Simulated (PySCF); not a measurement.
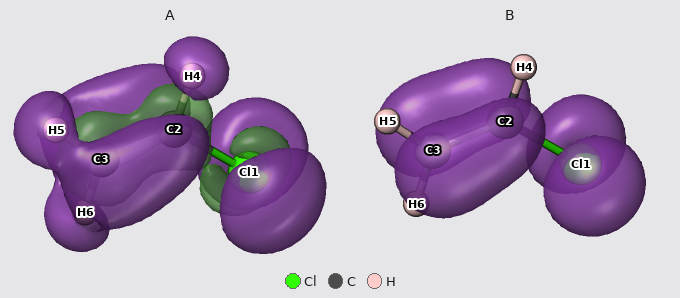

*C₂H₃Cl, SMILES `ClC=C`. The Fukui function f⁻ from two separate SCF calculations and the density of the HOMO, at ±0.02 e/Å³ (purple positive, green negative).*

Level of theory: B3LYP/def2-SVPD (PySCF), at a geometry from GFN2-xTB. No frequency check shows the geometry to be a minimum. GFN2-xTB bond lengths at metals and heavier atoms can be off by up to 0.1 Å and shapes distorted, which carries into these values.

Geometry (Å), atoms numbered from 1:

```
Cl1     -1.0499    0.1002    0.0000
C2       0.5613   -0.5034    0.0000
C3       1.6200    0.2808    0.0000
H4       0.6106   -1.5813    0.0000
H5       2.6100   -0.1397    0.0000
H6       1.5396    1.3536    0.0000
```

Question: Which panel is which, and how good is the frozen-orbital picture?

Answer: A is f⁻ (it has negative regions), B the HOMO density. The HOMO lies on Cl1 (36 %), C3 (33 %) and C2 (23 %); f⁻ (Hirshfeld-condensed) is largest on Cl1 (0.39) and C3 (0.23); the vertical ionisation energy is 10.03 eV. Relaxation shifts 17 % of the electron between atoms. The orbital energy is −7.41 eV.

The PySCF run took 76 s on 1 thread of Arm Neoverse V1 (shared host), peak memory 0.46 GiB.
